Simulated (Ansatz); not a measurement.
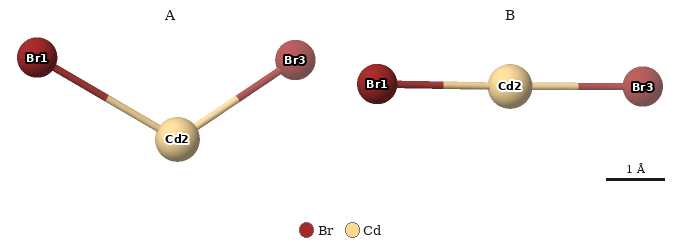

Two geometries of CdBr2 (coarse preliminary run), drawn at one scale. One is the start of a relaxation, the other its converged end. Style: ball-and-stick. Shown at a tilt.

Theory: Ansatz, RKS PBE-D4/def2-SVP. (force threshold 0.03 eV/Å; at most 200 steps)

Which geometry has the lower energy?

Structure B is the relaxed one. The start comes from a force field. The energy falls by 127.2 kJ/mol in 5 geometry steps. Largest force component: 1.8 eV/Å at the start, 0.023 eV/Å at the end. The atom that moves furthest after the best rigid fit is Cd2 (0.93 Å). Largest moves by element: Cd 0.93 Å, Br 0.48 Å. Among the contacts that change: Br1–Cd2 2.899 → 2.422 Å, Cd2–Br3 2.592 → 2.422 Å. Among the angles between lasting bonds that change: Br1–Cd2–Br3 118.0° → 179.1°. The run took 6 s on 4 threads of Arm Neoverse V2, with other jobs on the host.
